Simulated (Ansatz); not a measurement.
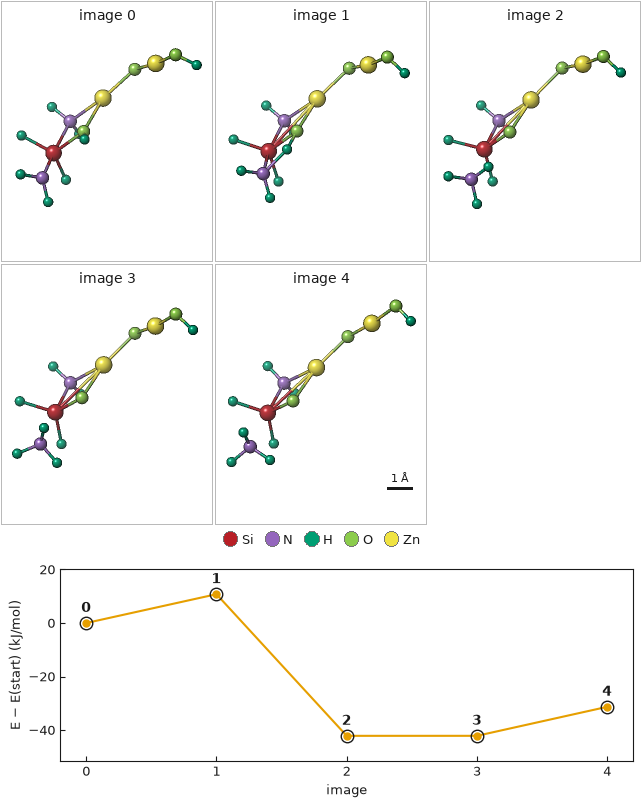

A nudged-elastic-band calculation for Zn₂SiN₂H₈O₃. Images are numbered from 0 (start) to 4 (end). A ball-and-stick model, seen from a free direction.

These are results of RKS PBE-D4/def2-SVP in Ansatz, not measurements. Settings: 3 movable images; climbing image.

Q: Describe the mechanism and the energy profile.

A: A hydrogen atom shifts from one atom to another. Breaking: H–O (0.96 → 2.66 Å). Forming: H–N (2.35 → 1.01 Å). Forward barrier 10.8 kJ/mol, backward barrier 42.1 kJ/mol, with image 1 at the top; the reaction energy is −31.3 kJ/mol. Image 2 lies below both ends, at −42.2 kJ/mol, so an end isn't at the bottom of its valley. The band converged in 21 iterations. The largest component of the band force went from 4.4 to 0.025 eV/Å. The climbing image converged on the top of the path. Its curvatures weren't checked. The largest force component is 0.89 eV/Å at the start and 1.16 eV/Å at the end; an end with forces this large is no minimum, and the barrier measured from it can be far off.
